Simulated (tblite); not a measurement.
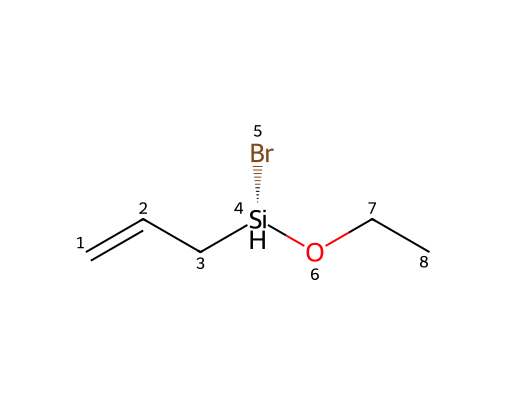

Skeletal drawing with numbered atoms; wedges and dashes mark any stereocentres. The configuration is that of a computed structure (GFN2-xTB).

Assign CIP descriptors.

Answer. Si4: S.

Write the isomeric SMILES.

Answer. C=CC[Si@H](Br)OCC
